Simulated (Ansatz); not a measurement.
## Effort and miss along a sweep of basis.ecutwfc: Li₃Sc (P6_3/mmc, 8 atoms in the cell)

Cell: a = 5.8707 Å, b = 5.8707 Å, c = 4.7087 Å, α = 90.00°, β = 90.00°, γ = 120.00°.

Method: PBEsol, default PAW files made with PBE (plane waves; Ansatz, a first-principles code).

Base settings: basis.ecutwfc = 420 eV; kpoints.mp_grid.grid = 5 5 6; hamiltonian.xc = pbesol; hamiltonian.pseudopotentials = {kind: paw} (the program's default PAW files); scf.occupations.method = cold; scf.occupations.width = 0.136 eV.

Misses are taken against the tightest run, 840 eV, which need not be fully converged itself. The energy is the free energy per atom.

The count of work is k-points × plane waves × bands × iterations; it is no time, and leaves out set-up, grids and terms that scale otherwise. 

Ansatz's pressure holds its estimate of the finite-basis (Pulay) stress, which hides part of the cutoff error; the uncorrected pressure shows it.

The starting cell was generated: these elements placed on a structure prototype, without a prior relaxation; it need not be a known phase or ordering of this composition. Its lattice was rescaled by a random factor within 2.5 % of one. In the base run, with a pressure of about 4 GPa the cell is away from its equilibrium volume at this level. Ansatz's pressure includes its estimate of the finite-basis (Pulay) stress.

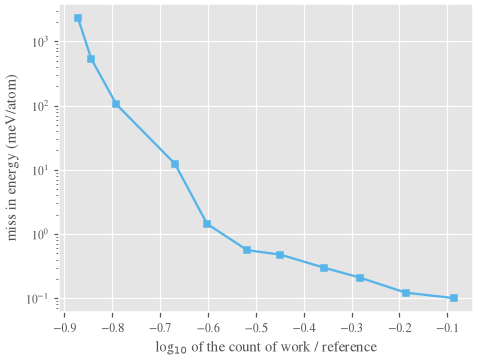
Figure. Miss against the count of work; the reference run is not drawn, and misses under 0.1 meV/atom are drawn there.

| basis.ecutwfc | energy less reference (meV/atom) | pressure less reference (GPa) | largest difference in the force on any atom (eV/Å) | uncorrected pressure less reference (GPa) | count of work / reference |
|---|---|---|---|---|---|
| 170 eV | 2345.68 | 2.22 | 0.036 | -82.92 | 0.13 |
| 210 eV | 535.43 | 0.46 | 0.007 | -26.18 | 0.14 |
| 250 eV | 104.39 | -0.03 | 0.001 | -6.91 | 0.16 |
| 295 eV | 12.38 | 0.01 | 0.001 | -1.15 | 0.21 |
| 335 eV | 1.44 | 0.00 | 0.000 | -0.13 | 0.25 |
| 380 eV | 0.56 | 0.00 | 0.000 | 0.00 | 0.30 |
| 420 eV | 0.48 | 0.00 | 0.000 | 0.00 | 0.36 |
| 485 eV | 0.30 | 0.00 | 0.000 | 0.00 | 0.44 |
| 545 eV | 0.21 | 0.00 | 0.000 | 0.00 | 0.52 |
| 630 eV | 0.12 | 0.00 | 0.000 | 0.00 | 0.65 |
| 735 eV | 0.06 | 0.00 | 0.000 | 0.00 | 0.82 |
| 840 eV | 0.00 | 0.00 | 0.000 | 0.00 | 1.0 |

Coarsest setting among those run that, with all tighter ones, holds the energy within 10 meV/atom of the reference: 335 eV, off by 1.4 meV/atom; it needs 0.25 of the reference's count of work.

The step from 170 eV to 545 eV: it takes the miss in the energy from 2300 to 0.21 meV/atom, for 3.9 times the count of work.

Keys are those of Ansatz 0.2.
